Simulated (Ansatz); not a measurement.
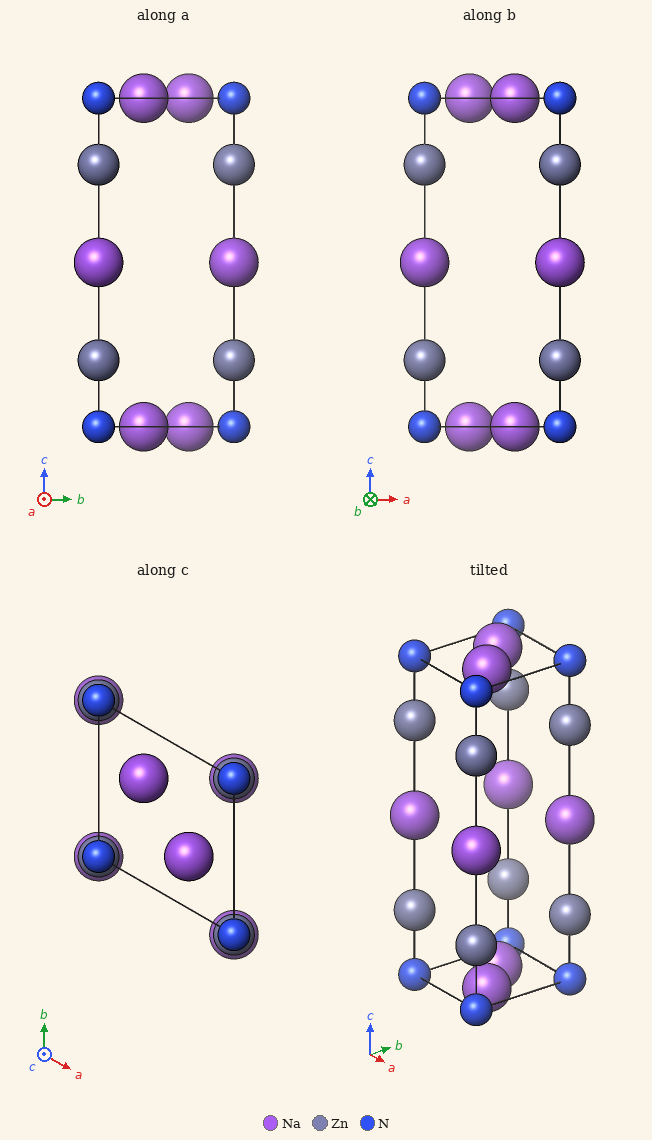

The crystal in a spheres-only representation, seen along the a axis, along the b axis, along the c axis and slightly off an axis. One conventional unit cell is outlined, and atoms on its boundary appear in each equivalent place.

Lattice parameters: a = 4.544 Å, b = 4.544 Å, c = 9.551 Å, α = 90.00°, β = 90.00°, γ = 120.00°.

**Record the structure as a table of Wyckoff sites, with free fractional coordinates to two decimals.**

Space group P6/mmm (No. 191).
```json
{"atom": "Na", "site": "1b", "x": "0.00", "y": "0.00", "z": "0.50"}
{"atom": "Na", "site": "2c", "x": "0.3333", "y": "0.6667", "z": "0.00"}
{"atom": "Zn", "site": "2e", "x": "0.00", "y": "0.00", "z": "0.80"}
{"atom": "N", "site": "1a", "x": "0.00", "y": "0.00", "z": "0.00"}
```

The starting point was a random cell made by a generator, so it need not be a real form of the compound. Earlier steps of the study may have refined or changed the cell and positions. An electronic-structure calculation with Ansatz was run on it.
